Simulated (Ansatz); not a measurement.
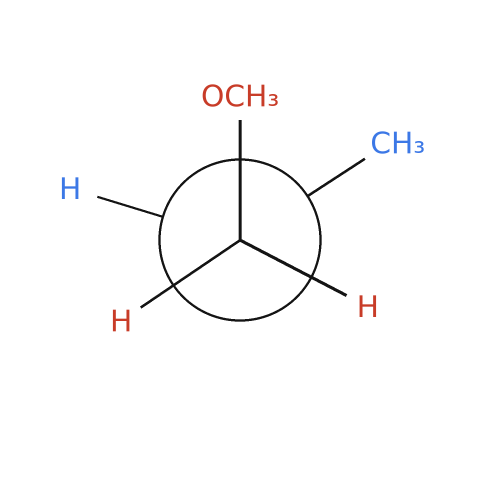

A Newman projection along the C–N bond, carbon in front; angles are drawn as computed, but eclipsed bonds slightly apart. The geometry was computed by an optimisation with PBE-D4/def2-SVP. No frequency run is at hand to confirm it as a minimum.

> Which molecule is it?

C3H9NO, CNCOC

> What is the torsion angle from the front OCH3 to the back CH3? The sign is positive where the front bond must turn clockwise to cover the back bond.

57°, synclinal (gauche).
